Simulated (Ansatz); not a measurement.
# BSiH5 (BH2(SiH3)) at 6 levels

Aim: a comparison of 6 runs (B3LYP/STO-3G, BLYP/STO-3G, PBE0/STO-3G, UB3LYP/STO-3G, UPBE0/STO-3G, CCSD/STO-3G) of BSiH5 (BH2(SiH3)). 

The calculation is run with Ansatz 0.2.0.

49 further runs of the same task are left out: 1 that didn't finish, 48 set aside as unsound or not needed.

## 1. The structure to begin with

The species is BSiH5 (7 atoms), meant as a singlet with charge 0. SMILES: `[H]B([H])[SiH3]`. The H7–Si4 distance was set to 1.842 Å, away from the relaxed value.

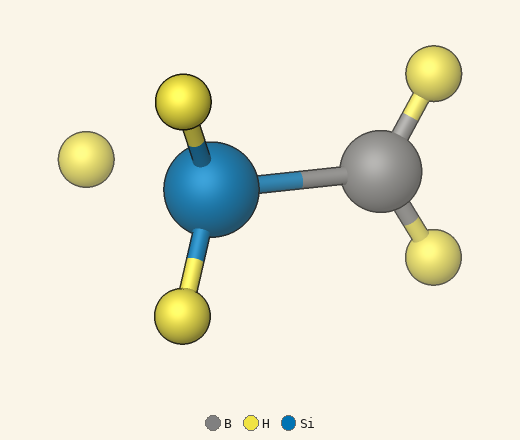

Viewed from a chosen angle; boron grey, hydrogen yellow, silicon blue.

## 2. A single-point energy at B3LYP/STO-3G (run 1)

Input file run.yaml:

```yaml
crystal:
  periodic: [false, false, false]
  atoms:
    - {symbol: B, position_ang: [0.653369, 1.162723, 0.348024]}
    - {symbol: H, position_ang: [1.822969, 1.201093, 0.369464]}
    - {symbol: H, position_ang: [0.097049, 2.191143, 0.294064]}
    - {symbol: Si, position_ang: [-0.319851, -0.533807, 0.360464]}
    - {symbol: H, position_ang: [-1.655921, -0.481547, 0.975054]}
    - {symbol: H, position_ang: [0.358359, -1.640017, 1.055134]}
    - {symbol: H, position_ang: [-0.608990, -1.154610, -1.349820]}
basis:
  gaussian: {orbitals: STO-3G}
hamiltonian: {xc: {name: B3LYP}}
accuracy: high
```

Started as:

```
$ ansatz run run.yaml --threads 1 --pin off --max-ram 2610MiB --events-out events.jsonl --progress --plain --runs-dir runs
```

The program printed:

```text
Warning: RAYON_NUM_THREADS=1 ignored (pool sized by the plan → 1); use --threads N
Functional definition: B3LYP
  name "B3LYP"
  parameter a0 = 0.2
  parameter ax = 0.72
  parameter ac = 0.81
  exchange = (1 - a0 - ax)*slater_x + ax*b88_x + a0*exact_x
  correlation = (1 - ac)*vwn_rpa_c + ac*lyp_c
333 factors; integrals over basis functions are off by at most 1.3e-8 eV
mean field evaluation 1: about -8532.6334 eV, gradient 1.6e1 eV
mean field evaluation 2: about -8532.7265 eV, gradient 1.4e1 eV
mean field evaluation 4: about -8533.6225 eV, gradient 2.1e-1 eV
mean field evaluation 8: about -8533.5390 eV, gradient 7.0e-4 eV
mean field -8533.53895453 eV, -313.6017723385 hartree, gradient 7.2e-8 eV, S^2 0.000000; 0 other end points of the search recorded, 0 dependent functions left out
reference -8533.53898361 eV, -313.6017734072 hartree; 12, 12 occupied and 7, 7 virtual orbitals, 333 factors
Total energy: -8533.53898361 eV, -313.6017734072 hartree
```

Wall time 1.1 s (1 thread of Arm Neoverse V2, shared host); peak memory 0.098 GiB.

## 3. A single-point energy at BLYP/STO-3G (run 2)

Input file input.yaml:

```yaml
crystal:
  periodic: [false, false, false]
  atoms:
    - symbol: B
      position_ang: [0.653369, 1.162723, 0.348024]
    - symbol: H
      position_ang: [1.822969, 1.201093, 0.369464]
    - symbol: H
      position_ang: [0.097049, 2.191143, 0.294064]
    - symbol: Si
      position_ang: [-0.319851, -0.533807, 0.360464]
    - symbol: H
      position_ang: [-1.655921, -0.481547, 0.975054]
    - symbol: H
      position_ang: [0.358359, -1.640017, 1.055134]
    - symbol: H
      position_ang: [-0.608990, -1.154610, -1.349820]
basis:
  gaussian: {orbitals: STO-3G}
hamiltonian: {xc: {name: BLYP}}
accuracy: high
```

Started as:

```
$ ansatz run input.yaml --threads 1 --pin off --max-ram 2610MiB --events-out events.jsonl --progress --plain --runs-dir runs
```

The program printed:

```text
Warning: RAYON_NUM_THREADS=1 ignored (pool sized by the plan → 1); use --threads N
Functional definition: BLYP
  name "BLYP"
  parameter beta = 0.0042
  parameter a = 0.04918
  parameter b = 0.132
  parameter c = 0.2533
  parameter d = 0.349
  exchange = b88_x(beta = beta)
  correlation = lyp_c(a = a, b = b, c = c, d = d)
333 factors; integrals over basis functions are off by at most 1.3e-8 eV
mean field evaluation 1: about -8530.2248 eV, gradient 1.9e1 eV
mean field evaluation 2: about -8528.9997 eV, gradient 2.3e1 eV
mean field evaluation 4: about -8531.5606 eV, gradient 5.1e-1 eV
mean field evaluation 8: about -8531.4616 eV, gradient 5.7e-3 eV
mean field evaluation 16: about -8531.4616 eV, gradient 3.1e-8 eV
mean field -8531.46155057 eV, -313.5254291510 hartree, gradient 3.1e-8 eV, S^2 0.000000; 0 other end points of the search recorded, 0 dependent functions left out
reference -8531.46159025 eV, -313.5254306093 hartree; 12, 12 occupied and 7, 7 virtual orbitals, 333 factors
Total energy: -8531.46159025 eV, -313.5254306093 hartree
```

Run time: 1 s. Hardware: 1 thread of Arm Neoverse V2, shared host; peak memory 0.098 GiB.

Runs 3 to 5 aren't shown in full; the table further down has their settings and results.

## 4. A single-point energy at CCSD/STO-3G (run 6)

Input file molecule.yaml:

```yaml
crystal:
  periodic: [false, false, false]
  atoms:
    - {symbol: B, position_ang: [0.653369, 1.162723, 0.348024]}
    - {symbol: H, position_ang: [1.822969, 1.201093, 0.369464]}
    - {symbol: H, position_ang: [0.097049, 2.191143, 0.294064]}
    - {symbol: Si, position_ang: [-0.319851, -0.533807, 0.360464]}
    - {symbol: H, position_ang: [-1.655921, -0.481547, 0.975054]}
    - {symbol: H, position_ang: [0.358359, -1.640017, 1.055134]}
    - {symbol: H, position_ang: [-0.608990, -1.154610, -1.349820]}
basis:
  gaussian: {orbitals: STO-3G}
correlation: {method: ccsd, frozen_orbitals: {B: 1, H: 0, Si: 5}}
accuracy: high
scf: {omitted_lower_state_checks: [cluster_reference, increment]}
```

Started as:

```
$ ansatz run molecule.yaml --threads 1 --pin off --max-ram 2610MiB --events-out events.jsonl --progress --plain --runs-dir runs
```

The program printed (excerpt; [...] marks lines left out):

```text
Warning: RAYON_NUM_THREADS=1 ignored (pool sized by the plan → 1); use --threads N
Functional definition: HF
  name "HF"
[...]
333 factors; integrals over basis functions are off by at most 1.3e-8 eV
[...]
mean field -8511.41469567 eV, -312.7887208218 hartree, gradient 7.1e-8 eV, S^2 0.000000; 0 other end points of the search recorded, 0 dependent functions left out
6 core orbitals not correlated: weight in the atoms' cores, before any rotation towards them, 1.000 or more for the frozen orbitals, at most 0.000 for the correlated occupied ones
reference -8511.41469567 eV, -312.7887208218 hartree; 6, 6 occupied and 7, 7 virtual orbitals, 333 factors
second order -2.22402136 eV of doubles, -0.00000000 eV of singles
cycle   1  -2.90691736 eV  change   -6.8e-1 eV  update   7.3e-2
[...]
cycle  20  -3.30177898 eV  change   -1.2e-9 eV  update  6.2e-10
Total energy: -8514.71647465 eV, -312.9100589613 hartree
Checks for a lower state left out: cluster_reference, increment
```

Run time: 0.12 s. Hardware: 1 thread of Arm Neoverse V2, shared host.

## 5. The series

| run | level | frozen core orbitals | energy (Eh) | wall time |
| --- | --- | --- | --- | --- |
| 1 | B3LYP/STO-3G | – | -313.601773 | 1.1 s |
| 2 | BLYP/STO-3G | – | -313.525431 | 1 s |
| 3 | PBE0/STO-3G | – | -313.422291 | 1.1 s |
| 4 | UB3LYP/STO-3G | – | -313.601773 | 1.8 s |
| 5 | UPBE0/STO-3G | – | -313.422291 | 1.7 s |
| 6 | CCSD/STO-3G | 6 | -312.910059 | 0.12 s |

## 6. What came out

```
                                          quantity          value
                               run 6: total energy  -312.91006 Eh
run 6: correlation energy (6 core orbitals frozen)     -121.3 mEh
                              run 6: T1 diagnostic          0.009
```

What this shows: Totals of different functionals can't be ranked against each other. In runs 1, 2, 3, 4, 5, 6 the basis is minimal, so the values are rough. All runs together took 6.7 s, the longest 1.8 s.
